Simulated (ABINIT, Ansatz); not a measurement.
# A GW chain in ABINIT: LaBiS2O (P4/nmm)

Aim: the G0W0 gap of LaBiS2O (P4/nmm) on PBEsol, step by step.

Program: ABINIT 10.8.3. Level of theory: PBEsol and many-body steps on it, plane waves. Results are calculated unless marked as measured.

**1. The starting structure**

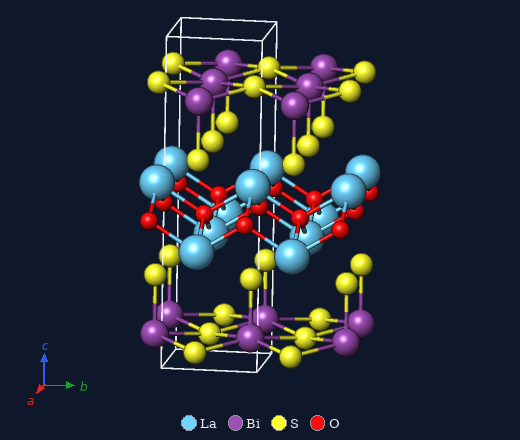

The starting structure, seen slightly off an axis (lanthanum blue, bismuth purple, sulfur yellow, oxygen red). 2×2×1 cells are drawn. Some periodic images of atoms are drawn too.

The cell and positions are those that the Materials Project relaxed with its own functionals (PBE, PBE+U or r2SCAN), kept fixed. Spin-orbit coupling is left out unless a step names it.

**2. Ground state**

This step: ABINIT 10.8.3; DFT, PBEsol, plane waves, norm-conserving pseudopotentials.

The ground-state density comes first.

run.abi reads:

```
acell 3*1.0 Angstrom
rprim 
  4.055497000000 0.000000000000 0.000000000000
  0.000000000000 4.055497000000 0.000000000000
  0.000000000000 0.000000000000 14.173265000000
ntypat 4
znucl 57 83 16 8
natom 10
typat 1 1 2 2 3 3 3 3 4 4
xred 
  0.500000000000 0.000000000000 0.587742000000
  0.000000000000 0.500000000000 0.412258000000
  0.000000000000 0.500000000000 0.867775000000
  0.500000000000 0.000000000000 0.132225000000
  0.500000000000 0.000000000000 0.890020000000
  0.000000000000 0.500000000000 0.109980000000
  0.000000000000 0.500000000000 0.690201000000
  0.500000000000 0.000000000000 0.309799000000
  0.000000000000 0.000000000000 0.500000000000
  0.500000000000 0.500000000000 0.500000000000
pp_dirpath "pseudos"
pseudos "La.upf, Bi.upf, S.upf, O.upf"
ecut 50
ngkpt 4 4 1
nshiftk 1
shiftk 0 0 0
kptopt 1
chksymbreak 0
nband 53
occopt 1
tolvrs 1e-08
nstep 60
prtwf 0
optforces 0
optstress 0
indata_prefix "in"
outdata_prefix "out"
tmpdata_prefix "tmp"
```

Command:

```sh
$ OMP_NUM_THREADS=1 mpirun -n 4 abinit run.abi > log
```

Numbers of over 12 decimals in the logs are rounded to 6 here.

The program printed:

```text
.Version 10.8.3 of ABINIT. v10.8.2 released Aug 2026.

 Symmetries : space group P4/n m m (#129); Bravais tP (primitive tetrag.)
================================================================================
 Values of the parameters that define the memory need of the present run
     intxc =       0    ionmov =       0      iscf =       7    lmnmax =       8
     lnmax =       8     mgfft =     180  mpssoang =       4    mqgrid =    8526
     natom =      10  nloc_mem =       1    nspden =       1   nspinor =       1
    nsppol =       1      nsym =      16    n1xccc =    2501    ntypat =       4
    occopt =       1   xclevel =       2
-    mband =          53        mffmem =           1         mkmem =           2
       mpw =       26580          nfft =      450000          nkpt =           6
================================================================================
  Rough estimation (10% accuracy) of disk space for files :
================================================================================

--------------------------------------------------------------------------------
------------- Echo of variables that govern the present computation ------------
--------------------------------------------------------------------------------
 -outvars: echo values of preprocessed input variables --------
            acell      1.8897261259E+00  1.8897261259E+00  1.8897261259E+00 Bohr

      chksymbreak           0
             ecut      5.00000000E+01 Hartree
-          fftalg         312

              ixc     -116133
              kpt      0.00000000E+00  0.00000000E+00  0.00000000E+00
                       2.50000000E-01  0.00000000E+00  0.00000000E+00
                       5.00000000E-01  0.00000000E+00  0.00000000E+00
                       2.50000000E-01  2.50000000E-01  0.00000000E+00
                       5.00000000E-01  2.50000000E-01  0.00000000E+00
                       5.00000000E-01  5.00000000E-01  0.00000000E+00
         kptrlatt        4    0    0      0    4    0      0    0    1
          kptrlen      2.67835892E+01
P           mkmem           2
            natom          10
            nband          53
            ngfft          50      50     180
             nkpt           6
            nstep          60
             nsym          16
           ntypat           4
              occ      2.000000  2.000000  2.000000  2.000000  2.000000  2.000000
                       2.000000  2.000000  2.000000  2.000000  2.000000  2.000000
                       2.000000  2.000000  2.000000  2.000000  2.000000  2.000000
                       2.000000  2.000000  2.000000  2.000000  2.000000  2.000000
                       2.000000  2.000000  2.000000  2.000000  2.000000  2.000000
                       2.000000  2.000000  2.000000  2.000000  2.000000  2.000000
                       2.000000  2.000000  2.000000  2.000000  2.000000  2.000000
                       2.000000  2.000000  0.000000  0.000000  0.000000  0.000000
                       0.000000  0.000000  0.000000  0.000000  0.000000
        optforces           0
        optstress           0
            prtwf           0
            rprim      4.0554970000E+00  0.0000000000E+00  0.0000000000E+00
                       0.0000000000E+00  4.0554970000E+00  0.0000000000E+00
                       0.0000000000E+00  0.0000000000E+00  1.4173265000E+01
          spgroup         129

           tolvrs      1.00000000E-08

             xred      5.0000000000E-01  0.0000000000E+00  5.8774200000E-01
                       0.0000000000E+00  5.0000000000E-01  4.1225800000E-01
                       0.0000000000E+00  5.0000000000E-01  8.6777500000E-01
                       5.0000000000E-01  0.0000000000E+00  1.3222500000E-01
[...]
znucl       57.00000   83.00000   16.00000    8.00000

================================================================================

 chkinp: Checking input parameters for consistency.

================================================================================
== DATASET  1 ==================================================================
-   mpi_nproc: 4, omp_nthreads: 1 (-1 if OMP is not activated)

--- !DatasetInfo
iteration_state: {dtset: 1, }
dimensions: {natom: 10, nkpt: 6, mband: 53, nsppol: 1, nspinor: 1, nspden: 1, mpw: 26580, }
cutoff_energies: {ecut:  50.0, pawecutdg:  -1.0, }
electrons: {nelect:   8.80000000E+01, charge:   0.00000000E+00, occopt:   1.00000000E+00, tsmear:   1.00000000E-02, }

 Real(R)+Recip(G) space primitive vectors, cartesian coordinates (Bohr,Bohr^-1):
 R(1)=  7.6637786  0.0000000  0.0000000  G(1)=  0.1304839  0.0000000  0.0000000
 R(2)=  0.0000000  7.6637786  0.0000000  G(2)=  0.0000000  0.1304839  0.0000000
 R(3)=  0.0000000  0.0000000 26.7835892  G(3)=  0.0000000  0.0000000  0.0373363
 Unit cell volume ucvol=  1.5730940E+03 bohr^3
 Angles (23,13,12)=  9.00000000E+01  9.00000000E+01  9.00000000E+01 degrees

 getcut: wavevector=  0.0000  0.0000  0.0000  ngfft=  50  50 180
         ecut(hartree)=     50.000   => boxcut(ratio)=   2.04964

--- Pseudopotential description ------------------------------------------------
- La Generated using ONCVPSP code by D. R. Hamann
- 57.00000  11.00000  180301                  znucl, zion, pspdat
12 -116133 3 -1 1812                          pspcod,pspxc,lmax,lloc,mmax
[...]
1.68347543E+04                                ecore*ucvol(ha*bohr**3)
--------------------------------------------------------------------------------

_setup2: Arith. and geom. avg. npw (full set) are   26570.813   26570.806

================================================================================

--- !BeginCycle
iteration_state: {dtset: 1, }
solver: {iscf: 7, nstep: 60, nline: 4, wfoptalg: 0, }
tolerances: {tolvrs: 1.00E-08, }

     iter   Etot(hartree)      deltaE(h)  residm     vres2
 ETOT  1  -309.93857615613    -3.099E+02 1.586E-01 8.912E+04
 ETOT  2  -310.55324471045    -6.147E-01 5.014E-02 1.499E+04
 ETOT  3  -311.39058453485    -8.373E-01 1.143E-02 2.316E+04
 ETOT  4  -311.53983007014    -1.492E-01 1.496E-02 9.768E+03
 ETOT  5  -311.60434406624    -6.451E-02 6.231E-03 2.680E+02
 ETOT  6  -311.60689125495    -2.547E-03 8.661E-03 3.907E+01
 ETOT  7  -311.60779640049    -9.051E-04 5.434E-03 1.113E+01
 ETOT  8  -311.60802702195    -2.306E-04 2.914E-03 3.851E-01
 ETOT  9  -311.60811805856    -9.104E-05 1.433E-03 1.504E-01
 ETOT 10  -311.60815126453    -3.321E-05 1.726E-03 2.511E-02
[...]
ETOT 34  -311.60817743723    -3.587E-10 2.290E-04 4.969E-06
 ETOT 35  -311.60817743743    -2.043E-10 1.618E-04 1.134E-06
 ETOT 36  -311.60817743746    -2.467E-11 1.633E-04 1.216E-08
 ETOT 37  -311.60817743744     1.330E-11 1.412E-04 7.892E-08
 ETOT 38  -311.60817743748    -3.774E-11 1.183E-04 2.955E-09

 At SCF step   38       vres2   =  2.95E-09 < tolvrs=  1.00E-08 =>converged.

--- !ResultsGS
iteration_state: {dtset: 1, }
comment   : Summary of ground state results
lattice_vectors:
- [  7.6637786,   0.0000000,   0.0000000, ]
- [  0.0000000,   7.6637786,   0.0000000, ]
- [  0.0000000,   0.0000000,  26.7835892, ]
lattice_lengths: [   7.66378,    7.66378,   26.78359, ]
lattice_angles: [ 90.000,  90.000,  90.000, ] # degrees, (23, 13, 12)
lattice_volume:   1.5730940E+03
convergence: {deltae: -3.774E-11, res2:  2.955E-09, residm:  1.183E-04, diffor:  0.000E+00, }
etotal    :  -3.11608177E+02
entropy   :   0.00000000E+00
fermie    :   1.61194478E-01
cartesian_stress_tensor: null
pressure_GPa: null
xred      :
- [  5.0000E-01,   0.0000E+00,   5.8774E-01, La]
- [  0.0000E+00,   5.0000E-01,   4.1226E-01, La]
- [  0.0000E+00,   5.0000E-01,   8.6777E-01, Bi]
- [  5.0000E-01,   0.0000E+00,   1.3223E-01, Bi]
- [  5.0000E-01,   0.0000E+00,   8.9002E-01,  S]
- [  0.0000E+00,   5.0000E-01,   1.0998E-01,  S]
- [  0.0000E+00,   5.0000E-01,   6.9020E-01,  S]
- [  5.0000E-01,   0.0000E+00,   3.0980E-01,  S]
- [  0.0000E+00,   0.0000E+00,   5.0000E-01,  O]
- [  5.0000E-01,   5.0000E-01,   5.0000E-01,  O]
cartesian_forces: null
force_length_stats: {min: null, max: null, mean: null, }

 Integrated electronic density in atomic spheres:
 ------------------------------------------------
 Atom  Sphere_radius  Integrated_density
[...]
================================================================================

 ----iterations are completed or convergence reached----

 Mean square residual over all n,k,spin=   23.866E-07; max=  11.833E-05
 reduced coordinates (array xred) for   10 atoms
[...]
0.000000000000      0.500000000000      0.109980000000
       0.000000000000      0.500000000000      0.690201000000
       0.500000000000      0.000000000000      0.309799000000
       0.000000000000      0.000000000000      0.500000000000
       0.500000000000      0.500000000000      0.500000000000
 rms dE/dt=  0.0000E+00; max dE/dt=  0.0000E+00; dE/dt below (all hartree)
    1       0.000000000000      0.000000000000      0.000000000000
    2       0.000000000000      0.000000000000      0.000000000000
    3       0.000000000000      0.000000000000      0.000000000000
    4       0.000000000000      0.000000000000      0.000000000000
    5       0.000000000000      0.000000000000      0.000000000000
    6       0.000000000000      0.000000000000      0.000000000000
    7       0.000000000000      0.000000000000      0.000000000000
    8       0.000000000000      0.000000000000      0.000000000000
    9       0.000000000000      0.000000000000      0.000000000000
   10       0.000000000000      0.000000000000      0.000000000000

 cartesian coordinates (angstrom) at end:
[...]
6      0.000000     2.027748     1.558776
    7      0.000000     2.027748     9.782402
    8      2.027748     0.000000     4.390863
    9      0.000000     0.000000     7.086633
   10      2.027748     2.027748     7.086633
 length scales=  1.889726125908  1.889726125908  1.889726125908 bohr
              =  1.000000000000  1.000000000000  1.000000000000 angstroms
 prteigrs : about to open file out_EIG
 Fermi (or HOMO) energy (hartree) =   0.16119   Average Vxc (hartree)=  -0.37072
 Eigenvalues (hartree) for nkpt=   6  k points:
 kpt#   1, nband= 53, wtk=  0.06250, kpt=  0.0000  0.0000  0.0000 (reduced coord)
  -0.95615   -0.94868   -0.66974   -0.66971   -0.66846   -0.66844   -0.66732   -0.66723
  -0.66560   -0.66560   -0.66550   -0.66550   -0.47948   -0.42751   -0.36225   -0.36225
  -0.35258   -0.34532   -0.34532   -0.33492   -0.31998   -0.30101   -0.23956   -0.23901
  -0.13726   -0.12404    0.02597    0.03005    0.05252    0.05252    0.05765    0.06428
   0.06428    0.06606    0.06606    0.10302    0.10610    0.10610    0.12614    0.13872
   0.14716    0.14716    0.16067    0.16067    0.28641    0.29650    0.29844    0.30469
   0.31974    0.32797    0.32936    0.33197    0.33411
 prteigrs : prtvol=0 or 1, do not print more k-points.

--- !EnergyTerms
iteration_state     : {dtset: 1, }
comment             : Components of total free energy in Hartree
kinetic             :  1.33016316102512E+02
hartree             :  6.98851223464909E+01
xc                  : -8.05125609346526E+01
Ewald energy        : -2.08164003831641E+02
psp_core            :  1.07016835192255E+01
local_psp           : -2.14216822021323E+02
non_local_psp       : -2.23179126180923E+01
total_energy        : -3.11608177437481E+02
total_energy_eV     : -8.47929047365747E+03
band_energy         : -2.26464879475662E+01

== END DATASET(S) ==============================================================
================================================================================

 -outvars: echo values of variables after computation  --------
           etotal     -3.1160817744E+02
            nband          53
             nkpt           6
          spgroup         129
 [... the other variables as echoed above ...]

 Calculation completed.
```

Elapsed: 6.1 min, on 4 MPI ranks of Arm Neoverse V2, shared host; peak memory 0.87 GiB; 24 min of CPU time.

Numbers from this step:

- total energy: -8479.2905 eV
- gap: 0.8512 eV
- k of the valence top: 0.5, 0, 0
- k of the conduction bottom: 0.5, 0, 0
- least direct gap: 0.8512 eV

The gap is direct, at (0.500, 0.000, 0.000).

**3. Empty states on the mesh, 4×4×1 mesh, 253 bands**

The sums over transitions need many empty states on a uniform mesh; this step solves for them.

run.abi, as its differences from that of step 2:

```diff
@@ -28,9 +28,10 @@
 chksymbreak 0
-nband 53
-occopt 1
-tolvrs 1e-08
+iscf -2
+irdden 1
+istwfk *1
+nband 253
+nbdbuf 22
+tolwfr 1e-09
 nstep 60
-prtwf 0
-optforces 0
-optstress 0
+prtvol 0
 indata_prefix "in"
```

The program printed:

```text
.Version 10.8.3 of ABINIT. v10.8.2 released Aug 2026.

 Symmetries : space group P4/n m m (#129); Bravais tP (primitive tetrag.)
[... echo of the input left out ...]
== DATASET  1 ==================================================================
-   mpi_nproc: 4, omp_nthreads: 1 (-1 if OMP is not activated)

--- !DatasetInfo
iteration_state: {dtset: 1, }
dimensions: {natom: 10, nkpt: 6, mband: 253, nsppol: 1, nspinor: 1, nspden: 1, mpw: 26636, }
cutoff_energies: {ecut:  50.0, pawecutdg:  -1.0, }
electrons: {nelect:   8.80000000E+01, charge:   0.00000000E+00, occopt:   1.00000000E+00, tsmear:   1.00000000E-02, }

 Real(R)+Recip(G) space primitive vectors, cartesian coordinates (Bohr,Bohr^-1):
 R(1)=  7.6637786  0.0000000  0.0000000  G(1)=  0.1304839  0.0000000  0.0000000
 R(2)=  0.0000000  7.6637786  0.0000000  G(2)=  0.0000000  0.1304839  0.0000000
 R(3)=  0.0000000  0.0000000 26.7835892  G(3)=  0.0000000  0.0000000  0.0373363
 Unit cell volume ucvol=  1.5730940E+03 bohr^3
 Angles (23,13,12)=  9.00000000E+01  9.00000000E+01  9.00000000E+01 degrees

 getcut: wavevector=  0.0000  0.0000  0.0000  ngfft=  50  50 180
         ecut(hartree)=     50.000   => boxcut(ratio)=   2.04964

--- Pseudopotential description ------------------------------------------------
- La Generated using ONCVPSP code by D. R. Hamann
- 57.00000  11.00000  180301                  znucl, zion, pspdat
12 -116133 3 -1 1812                          pspcod,pspxc,lmax,lloc,mmax
     nproj     2     2     2     2
  pspatm : epsatm=   29.08531999
         --- l  ekb(1:nproj) -->
             0    6.695600    0.639047
             1    6.383649    1.151322
             2    3.612966    0.847811
[...]
pspatm: atomic psp has been read  and splines computed

- Bi Generated using ONCVPSP code by D. R. Hamann
- 83.00000  15.00000  180301                  znucl, zion, pspdat
12 -116133 2 -1 1472                          pspcod,pspxc,lmax,lloc,mmax
     nproj     2     2     2     0
  pspatm : epsatm=   42.90077801
         --- l  ekb(1:nproj) -->
[...]
pspatm: atomic psp has been read  and splines computed

- S Generated using ONCVPSP code by D. R. Hamann
- 16.00000   6.00000  180301                  znucl, zion, pspdat
12 -116133 2 -1 1146                          pspcod,pspxc,lmax,lloc,mmax
     nproj     2     2     2     0
  pspatm : epsatm=    8.71840686
         --- l  ekb(1:nproj) -->
[...]
pspatm: atomic psp has been read  and splines computed

- O Generated using ONCVPSP code by D. R. Hamann
-  8.00000   6.00000  180301                  znucl, zion, pspdat
12 -116133 2 -1 936                           pspcod,pspxc,lmax,lloc,mmax
     nproj     2     2     1     0
  pspatm : epsatm=    6.22910120
         --- l  ekb(1:nproj) -->
[...]
2   -1.335834
 pspatm: atomic psp has been read  and splines computed

[...]
-9.5615E-01 -9.4868E-01 -6.6974E-01 -6.6971E-01 -6.6846E-01 -6.6844E-01
 -6.6732E-01 -6.6723E-01 -6.6560E-01 -6.6560E-01 -6.6550E-01 -6.6550E-01
 -4.7948E-01 -4.2751E-01 -3.6225E-01 -3.6225E-01 -3.5258E-01 -3.4532E-01
[...]
1.7003E+00  1.7090E+00  1.7263E+00  1.7263E+00  1.7303E+00  1.7335E+00
  1.7449E+00  1.7450E+00  1.7532E+00  1.7543E+00  1.7863E+00  1.7870E+00
  1.7957E+00
 prteigrs : prtvol=0 or 1, do not print more k-points.

--- !ResultsGS
iteration_state: {dtset: 1, }
comment   : Summary of ground state results
lattice_vectors:
- [  7.6637786,   0.0000000,   0.0000000, ]
- [  0.0000000,   7.6637786,   0.0000000, ]
- [  0.0000000,   0.0000000,  26.7835892, ]
lattice_lengths: [   7.66378,    7.66378,   26.78359, ]
lattice_angles: [ 90.000,  90.000,  90.000, ] # degrees, (23, 13, 12)
lattice_volume:   1.5730940E+03
convergence: {deltae:  0.000E+00, res2:  0.000E+00, residm:  9.997E-10, diffor:  0.000E+00, }
etotal    :  -3.11608177E+02
entropy   :   0.00000000E+00
fermie    :   1.61194478E-01
cartesian_stress_tensor: null
pressure_GPa: null
xred      :
- [  5.0000E-01,   0.0000E+00,   5.8774E-01, La]
- [  0.0000E+00,   5.0000E-01,   4.1226E-01, La]
- [  0.0000E+00,   5.0000E-01,   8.6777E-01, Bi]
- [  5.0000E-01,   0.0000E+00,   1.3223E-01, Bi]
- [  5.0000E-01,   0.0000E+00,   8.9002E-01,  S]
- [  0.0000E+00,   5.0000E-01,   1.0998E-01,  S]
- [  0.0000E+00,   5.0000E-01,   6.9020E-01,  S]
- [  5.0000E-01,   0.0000E+00,   3.0980E-01,  S]
- [  0.0000E+00,   0.0000E+00,   5.0000E-01,  O]
- [  5.0000E-01,   5.0000E-01,   5.0000E-01,  O]
cartesian_forces: null
force_length_stats: {min: null, max: null, mean: null, }

 Integrated electronic density in atomic spheres:
 ------------------------------------------------
 Atom  Sphere_radius  Integrated_density
[...]
================================================================================

 ----iterations are completed or convergence reached----

 Mean square residual over all n,k,spin=   49.330E-11; max=  99.968E-11
 reduced coordinates (array xred) for   10 atoms
[...]
0.000000000000      0.000000000000      0.500000000000
       0.500000000000      0.500000000000      0.500000000000

 cartesian coordinates (angstrom) at end:
    1      2.027748     0.000000     8.330223
    2      0.000000     2.027748     5.843042
    3      0.000000     2.027748    12.299205
[...]
9      0.000000     0.000000     7.086633
   10      2.027748     2.027748     7.086633
 length scales=  1.889726125908  1.889726125908  1.889726125908 bohr
              =  1.000000000000  1.000000000000  1.000000000000 angstroms
 prteigrs : about to open file out_EIG
 Eigenvalues (hartree) for nkpt=   6  k points:
 kpt#   1, nband=253, wtk=  0.06250, kpt=  0.0000  0.0000  0.0000 (reduced coord)
[...]
1.67226    1.67536    1.68639    1.68815    1.68815    1.69399    1.69780    1.69780
   1.70026    1.70900    1.72631    1.72632    1.73033    1.73347    1.74488    1.74497
   1.75324    1.75432    1.78632    1.78701    1.79567
 prteigrs : prtvol=0 or 1, do not print more k-points.

== END DATASET(S) ==============================================================
================================================================================

 -outvars: echo values of variables after computation  --------
            nband         253
             nkpt           6
          spgroup         129
 [... the other variables as echoed above ...]

 Calculation completed.
```

The job ended after 11 min (4 MPI ranks; peak memory 1.2 GiB; 45 min of CPU time).

Numbers from this step:

| Property | Result |
| --- | --- |
| gap | 0.8512 eV |
| k of the valence top | 0.5, 0, 0 |
| k of the conduction bottom | 0.5, 0, 0 |
| least direct gap | 0.8512 eV |
| k points computed | 6 |
| lowest point of the top converged band, above the valence top | 40.85 eV |

On this mesh the gap is 0.851 eV.

[end of part 1 of 2]

[Paths, hosts, dates, memory and timing lines, banners, echoed tables and standing remarks are left out of the program output.]

[Logs are printed without paths, hosts, clocks, repeated set-up lines and the standing remarks that a program may print on its own settings, such as how far it seeks lower states.]

[Runs of the session that timed out or met a known fault of the program may be left out.]

[Hosts, paths, dates, database ids (printed as entryN), source tags and the programs' standing remarks are cut or masked in the printed files.]

[G0W0 gaps are taken among the corrected bands and points alone; a level outside them can change the order at an edge.]

[Where Ansatz stands beside ABINIT at settings called matched, ABINIT's density can come from a denser mesh and the files from another edition; pairs whose starting gaps differed by over 0.03 eV were left out, so agreement reads better than it is.]
